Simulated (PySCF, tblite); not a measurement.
# C4H5F3S: a rotation path, then NMR shifts on frames, part 2 of 2

tblite 0.8.0 and PySCF 2.14.0. Atoms count from 0.

## (5) NMR shieldings: image 4, PBE0/pcSseg-1

Job settings and geometry (Å):

```
{"job": {"kind": "nmr", "xc": "PBE0", "basis": "pcSseg-1", "pop": false}, "charge": 0, "multiplicity": 1}
C     -1.955300    -0.074600     0.362700
C     -0.516200     0.242200     0.646800
S      0.102600     1.883300     0.210500
C      0.478200     0.256800    -0.464500
C      1.865200    -0.300000    -0.223100
F      1.871100    -1.242200     0.737500
F      2.347500    -0.888700    -1.327200
F      2.761200     0.617700     0.149200
H     -2.263200     0.375100    -0.578200
H     -2.095900    -1.153100     0.306000
H     -2.584800     0.315400     1.158500
H     -0.149800    -0.114300     1.605300
H      0.134900     0.083000    -1.479800
```

Method: GIAO PBE0/pcSseg-1 NMR shielding, non-relativistic, gas phase.

What it wrote:

```text
coarse grid: 12328 points
cycle   1  E = -852.2806851613  dE =  1.305e+00  |g| = 8.900e-01  |ddm| = 3.305e+00
cycle   2  E = -852.1281608939  dE =  1.525e-01  |g| = 1.356e+00  |ddm| = 1.273e+00
cycle   3  E = -852.4182913693  dE = -2.901e-01  |g| = 8.168e-02  |ddm| = 8.140e-01
cycle   4  E = -852.4192256532  dE = -9.343e-04  |g| = 5.049e-02  |ddm| = 1.131e-01
cycle   5  E = -852.4198327128  dE = -6.071e-04  |g| = 1.154e-02  |ddm| = 6.404e-02
cycle   6  E = -852.4198659842  dE = -3.327e-05  |g| = 2.903e-03  |ddm| = 1.719e-02
cycle   7  E = -852.4198676797  dE = -1.695e-06  |g| = 7.621e-04  |ddm| = 2.919e-03
final grid: 118256 points
cycle   8  E = -852.4882755987  dE = -4.068e-05  |g| = 9.034e-03  |ddm| = 2.756e-02
cycle   9  E = -852.4882478715  dE =  2.773e-05  |g| = 1.409e-02  |ddm| = 2.153e-02
cycle  10  E = -852.4882943372  dE = -4.647e-05  |g| = 1.002e-03  |ddm| = 1.476e-02
cycle  11  E = -852.4882945711  dE = -2.340e-07  |g| = 2.923e-04  |ddm| = 1.251e-03
cycle  12  E = -852.4882945880  dE = -1.687e-08  |g| = 7.937e-05  |ddm| = 2.200e-04
cycle  13  E = -852.4882945888  dE = -7.512e-10  |g| = 3.039e-05  |ddm| = 5.973e-05
converged SCF energy = -852.4882945888

GIAO shielding tensors (ppm)
atom      isotropic    diamagn.    paramagn.     s11        s22        s33       span
  0 C      162.598     245.545     -82.946    140.555    158.018    189.223     48.669
  1 C      148.696     251.259    -102.563    108.553    159.127    178.409     69.856
  2 S      616.872    1055.598    -438.726    136.700    679.065   1034.850    898.150
  3 C      142.080     253.943    -111.863    108.838    128.765    188.637     79.799
  4 C       53.343     239.708    -186.365     46.717     55.440     57.873     11.156
  5 F      243.406     474.827    -231.421    172.387    221.261    336.570    164.183
  6 F      243.315     471.377    -228.063    164.773    227.700    337.472    172.699
  7 F      237.594     470.529    -232.935    169.416    216.699    326.668    157.252
  8 H       31.022      29.120       1.902     26.320     29.112     37.635     11.315
  9 H       29.653      28.916       0.737     24.463     27.098     37.397     12.934
 10 H       29.656      27.835       1.821     24.933     26.901     37.133     12.200
 11 H       28.601      30.924      -2.324     22.352     27.475     35.975     13.623
 12 H       28.665      31.185      -2.521     21.768     28.308     35.917     14.149
```

Run time: 34 s. Hardware: 1 thread of Arm Neoverse N1, shared host; peak memory 0.76 GiB.

Key values: δ C4 133.6, C3 44.8, C1 38.2, C0 24.3, H11 3.12, H12 3.05 ppm.

## (6) Shielding tensors: image 6, PBE0/pcSseg-1

Job settings and geometry (Å):

```
{"job": {"kind": "nmr", "xc": "PBE0", "basis": "pcSseg-1", "pop": false}, "charge": 0, "multiplicity": 1}
C     -1.943900    -0.050800     0.419100
C     -0.500300     0.307100     0.624300
S      0.087500     1.883500    -0.038700
C      0.462700     0.187900    -0.507400
C      1.856500    -0.321700    -0.227400
F      1.825200    -1.539800     0.349900
F      2.570000    -0.459700    -1.352100
F      2.559500     0.460000     0.594600
H     -2.277800     0.273800    -0.563800
H     -2.079000    -1.128200     0.503000
H     -2.558400     0.435000     1.172800
H     -0.105400     0.079000     1.610500
H      0.099100    -0.125600    -1.481100
```

With the program's defaults for keys left out, this is: GIAO PBE0/pcSseg-1 NMR shielding, non-relativistic, gas phase.

What it wrote:

```text
coarse grid: 12328 points
cycle   1  E = -852.2833204627  dE =  1.305e+00  |g| = 8.884e-01  |ddm| = 3.303e+00
cycle   2  E = -852.1326038771  dE =  1.507e-01  |g| = 1.351e+00  |ddm| = 1.277e+00
cycle   3  E = -852.4202556984  dE = -2.877e-01  |g| = 8.106e-02  |ddm| = 8.175e-01
cycle   4  E = -852.4211749589  dE = -9.193e-04  |g| = 4.990e-02  |ddm| = 1.107e-01
cycle   5  E = -852.4217645654  dE = -5.896e-04  |g| = 1.147e-02  |ddm| = 6.364e-02
cycle   6  E = -852.4217971615  dE = -3.260e-05  |g| = 2.956e-03  |ddm| = 1.720e-02
cycle   7  E = -852.4217989099  dE = -1.748e-06  |g| = 7.628e-04  |ddm| = 2.940e-03
final grid: 118256 points
cycle   8  E = -852.4905392145  dE = -4.188e-05  |g| = 9.228e-03  |ddm| = 2.766e-02
cycle   9  E = -852.4905105409  dE =  2.867e-05  |g| = 1.432e-02  |ddm| = 2.204e-02
cycle  10  E = -852.4905589695  dE = -4.843e-05  |g| = 1.072e-03  |ddm| = 1.530e-02
cycle  11  E = -852.4905592346  dE = -2.651e-07  |g| = 2.954e-04  |ddm| = 1.307e-03
cycle  12  E = -852.4905592517  dE = -1.707e-08  |g| = 7.938e-05  |ddm| = 2.162e-04
cycle  13  E = -852.4905592525  dE = -7.558e-10  |g| = 3.143e-05  |ddm| = 6.130e-05
converged SCF energy = -852.4905592525

GIAO shielding tensors (ppm)
atom      isotropic    diamagn.    paramagn.     s11        s22        s33       span
  0 C      162.784     245.390     -82.606    140.442    158.468    189.442     49.000
  1 C      151.566     251.360     -99.793    111.591    161.406    181.702     70.111
  2 S      618.260    1055.600    -437.341    152.999    671.998   1029.782    876.783
  3 C      143.840     253.682    -109.842    111.493    133.232    186.794     75.302
  4 C       52.846     240.393    -187.547     46.417     53.481     58.639     12.222
  5 F      243.585     474.582    -230.997    153.825    237.786    339.143    185.318
  6 F      248.923     470.576    -221.653    164.852    239.469    342.450    177.598
  7 F      253.593     472.261    -218.668    176.507    255.072    329.201    152.694
  8 H       31.002      29.075       1.927     26.268     29.122     37.617     11.348
  9 H       29.665      28.860       0.805     24.393     27.108     37.492     13.099
 10 H       29.635      27.817       1.819     24.862     26.862     37.182     12.321
 11 H       28.887      30.912      -2.025     22.486     27.804     36.371     13.886
 12 H       28.800      31.072      -2.272     22.232     28.020     36.149     13.917
```

Run time: 34 s. Hardware: 1 thread of Arm Neoverse N1, shared host; peak memory 0.77 GiB.

In short: δ C4 134.1, C3 43.1, C1 35.4, C0 24.1, H12 2.92, H11 2.83 ppm.

## (7) NMR shieldings: image 8, PBE0/pcSseg-1

Job settings and geometry (Å):

```
{"job": {"kind": "nmr", "xc": "PBE0", "basis": "pcSseg-1", "pop": false}, "charge": 0, "multiplicity": 1}
C     -1.935700    -0.023700     0.467200
C     -0.493600     0.374900     0.595600
S      0.076100     1.860700    -0.270000
C      0.450500     0.121300    -0.527600
C      1.851000    -0.346800    -0.228400
F      1.883900    -1.689800    -0.111500
F      2.715600    -0.035000    -1.201400
F      2.344600     0.143600     0.911400
H     -2.292200     0.149000    -0.545400
H     -2.047600    -1.079800     0.709100
H     -2.546900     0.555200     1.155400
H     -0.082000     0.285600     1.596600
H      0.071700    -0.314600    -1.447100
```

Level: GIAO PBE0/pcSseg-1 NMR shielding, non-relativistic, gas phase.

What it wrote:

```text
coarse grid: 12328 points
cycle   1  E = -852.2883979724  dE =  1.302e+00  |g| = 8.852e-01  |ddm| = 3.297e+00
cycle   2  E = -852.1404144950  dE =  1.480e-01  |g| = 1.343e+00  |ddm| = 1.258e+00
cycle   3  E = -852.4242292680  dE = -2.838e-01  |g| = 8.015e-02  |ddm| = 8.004e-01
cycle   4  E = -852.4251322367  dE = -9.030e-04  |g| = 4.907e-02  |ddm| = 1.085e-01
cycle   5  E = -852.4257005232  dE = -5.683e-04  |g| = 1.147e-02  |ddm| = 6.166e-02
cycle   6  E = -852.4257331679  dE = -3.264e-05  |g| = 2.969e-03  |ddm| = 1.716e-02
cycle   7  E = -852.4257349293  dE = -1.761e-06  |g| = 7.606e-04  |ddm| = 2.933e-03
final grid: 118256 points
cycle   8  E = -852.4936415501  dE = -4.186e-05  |g| = 8.864e-03  |ddm| = 2.791e-02
cycle   9  E = -852.4936163228  dE =  2.523e-05  |g| = 1.354e-02  |ddm| = 2.084e-02
cycle  10  E = -852.4936598731  dE = -4.355e-05  |g| = 1.123e-03  |ddm| = 1.436e-02
cycle  11  E = -852.4936601626  dE = -2.895e-07  |g| = 2.929e-04  |ddm| = 1.363e-03
cycle  12  E = -852.4936601785  dE = -1.596e-08  |g| = 8.874e-05  |ddm| = 2.126e-04
cycle  13  E = -852.4936601795  dE = -9.536e-10  |g| = 3.212e-05  |ddm| = 6.386e-05
cycle  14  E = -852.4936601797  dE = -1.933e-10  |g| = 4.543e-06  |ddm| = 3.220e-05
converged SCF energy = -852.4936601797

GIAO shielding tensors (ppm)
atom      isotropic    diamagn.    paramagn.     s11        s22        s33       span
  0 C      163.474     245.395     -81.921    142.533    158.493    189.396     46.864
  1 C      150.892     251.721    -100.829    110.653    160.994    181.029     70.375
  2 S      643.133    1055.588    -412.455    196.958    687.432   1045.009    848.051
  3 C      144.965     253.651    -108.687    114.446    137.226    183.222     68.776
  4 C       52.765     240.714    -187.949     46.578     53.049     58.668     12.090
  5 F      246.830     473.628    -226.797    153.981    244.216    342.293    188.312
  6 F      251.428     469.972    -218.543    163.375    250.168    340.742    177.367
  7 F      271.446     473.398    -201.952    187.239    277.140    349.960    162.720
  8 H       30.989      29.085       1.904     26.238     29.053     37.675     11.437
  9 H       29.708      28.869       0.839     24.430     27.147     37.547     13.118
 10 H       29.666      27.807       1.859     24.856     26.903     37.240     12.384
 11 H       28.787      31.068      -2.281     21.978     28.120     36.263     14.285
 12 H       28.898      30.948      -2.050     22.477     27.915     36.302     13.826
```

Run time: 34 s. Hardware: 1 thread of Arm Neoverse N1, shared host; peak memory 0.76 GiB.

Key values: δ C4 134.2, C3 42.0, C1 36.0, C0 23.5, H11 2.93, H12 2.82 ppm.

## (8) Run by run: NMR shifts

Shifts (ppm) of some atoms, chosen among heavy atoms and hydrogens apart, with basis size and wall time:

```
  frame    C1   H11   H12    S2     F6      F7      F5  functions  time
image 0  36.0  2.93  2.81  -139  -76.0   -80.2  -100.5        168  42 s
image 2  38.9  3.24  2.98  -137  -73.9   -70.6   -92.6        168  33 s
image 4  38.2  3.12  3.05  -113  -72.4   -66.6   -72.5        168  34 s
image 6  35.4  2.83  2.92  -115  -78.0   -82.6   -72.6        168  34 s
image 8  36.0  2.93  2.82  -139  -80.5  -100.5   -75.9        168  34 s
```

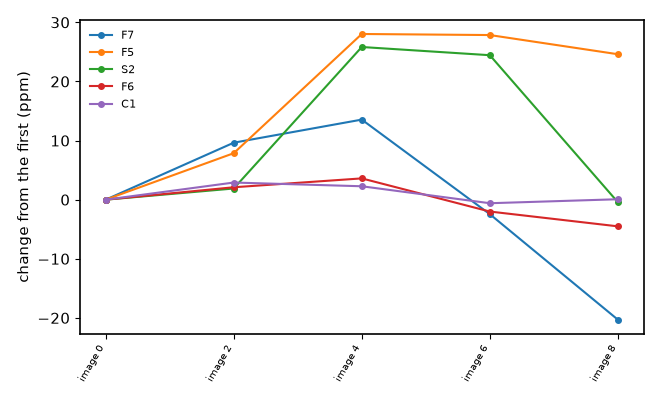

How five of the tabulated atoms move from run to run.

## (9) Outcome

The summary covers parts 1 to 2.

```
                                         quantity                               value
                                          barrier  0.057 eV (1.3 kcal/mol) at image 4
                            end to end (GFN2-xTB)                            0.000 eV
  13C shifts against TMS (PBE0/pcSseg-1, image 0)         134.2, 41.9, 36.0, 23.4 ppm
   1H shifts against TMS (PBE0/pcSseg-1, image 0)    2.93, 2.81, 2.05, 2.00, 0.73 ppm
  33S shifts against CS2 (PBE0/pcSseg-1, image 0)                            -139 ppm
19F shifts against CFCl3 (PBE0/pcSseg-1, image 0)            -76.0, -80.2, -100.5 ppm
            surface potential, least and greatest                  -0.85 V and 1.33 V
                         range of the shift of F7                 -100.5 to -66.6 ppm
```

What this shows: Along the band the dihedral turns by 122°, and the top (dihedral -17°) lies 1.3 kcal/mol above the start (GFN2-xTB, rough), so at room temperature this motion is fast. The top was not checked by a frequency run. Shifts at one fixed geometry are not the observed spectrum, which averages over the motion. In the first frame run (image 0): The widest tensor belongs to S2: span 848 ppm, with a paramagnetic part of -413 ppm. Across the 5 runs the shift of F7 moves most, between -100.5 (image 8) and -66.6 ppm (image 4).
